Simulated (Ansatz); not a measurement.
System: AlFH$_{4}$O.

The calculation's input:

```
crystal:
  periodic: [false, false, false]
  atoms:
    - { symbol: Al, position_ang: [0.054001, 0.358655, -0.115822] }
    - { symbol: F, position_ang: [-0.039503, 0.204993, 1.557103] }
    - { symbol: H, position_ang: [1.46925, 0.643806, -0.714351] }
    - { symbol: H, position_ang: [-1.313903, 0.36644, -0.87619] }
    - { symbol: O, position_ang: [0.127574, -2.46872, 0.762557] }
    - { symbol: H, position_ang: [-0.717268, -2.915876, 0.747482] }
    - { symbol: H, position_ang: [0.099849, -1.911099, 1.566822] }
basis:
  gaussian: { orbitals: def2-SVP }
hamiltonian:
  xc: { name: BHLYP }
  dispersion: d4
relax:
  f_tol: 0.03
  max_steps: 50
output:
  orbitals: {}
```

Launched as:

```sh
ansatz run input.yaml --threads 1 --pin off --max-ram 2048MiB --backend cpu --events-out ev --progress --plain --runs-dir out
```

The fields are those of the run's last geometry, not of the input's.

Theory: RKS BHLYP-D4/def2-SVP (Ansatz 0.2.0).

**What can the converged electron density and electron localisation function tell about the bonding?**

Al–F (1.69 Å): ρ at the midpoint is about 0.75 e/Å³; the ELF peaks at about 0.85 in the valence shell of F, 0.6 Å from its nucleus, and is about 0.30 at the midpoint.
Al–O (2.00 Å): ρ is about 0.4 e/Å³ halfway; the ELF peaks at about 0.90 in the valence shell of O, 0.7 Å from its nucleus, and is about 0.40 at the midpoint.
O–H (0.96 Å): the density is about 3.8 e/Å³ at the midpoint; the ELF climbs to about 1 towards the hydrogen, as it does in any bond to H: a covalent bond by its length.

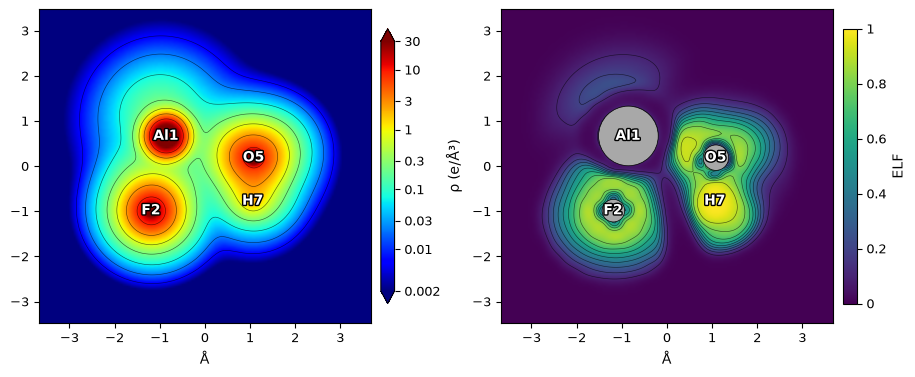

Computed electron density and electron localisation function on the plane of atoms Al1, O5 and H7, in this order. Grey discs cover the atomic cores in the ELF map. 
